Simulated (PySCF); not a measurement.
Input file:

```
{"job": {"kind": "nmr", "xc": "PBE0", "basis": "pcSseg-2"}, "charge": 0, "multiplicity": 1}
N     -1.535887    -0.347847    -0.303085
S     -1.364084     0.397180    -1.486239
F     -0.204848     0.124107    -2.485814
F     -2.446413     0.460120    -2.601082
F     -1.133690     1.935487    -1.481844
```

Command:

```sh
OMP_NUM_THREADS=2 python probes_run.py task.json out
```

Geometry: PBE0-D3(BJ)/def2-TZVP.

Computed with PBE0/pcSseg-2, SCF density, gas phase, non-relativistic (PySCF).

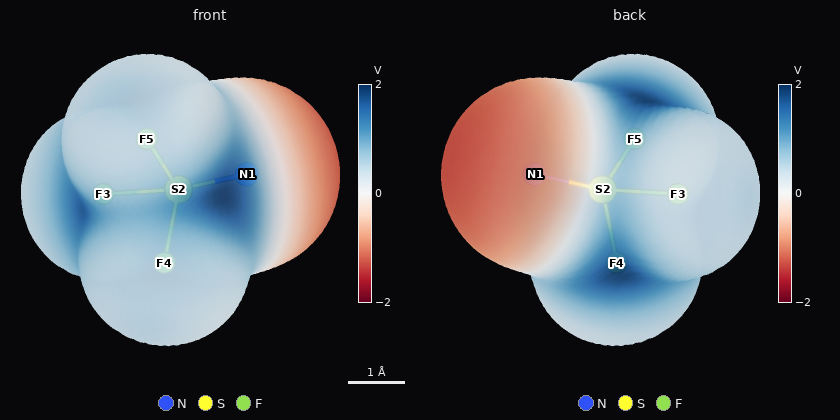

F₃NS (SMILES N#S(F)(F)F). The molecular electrostatic potential painted on the density surface at 0.002 e/bohr³, seen from the front and from behind; the colour scale runs from red (negative) to blue (positive).

> Describe the electrostatic potential map.

The most negative region (about −1.3 V) lies over N1, the most positive (about +1.9 V) over S2. N1 is the likeliest acceptor of a hydrogen bond.

> What dipole moment does the calculation give?

Its dipole moment is 2.04 D.
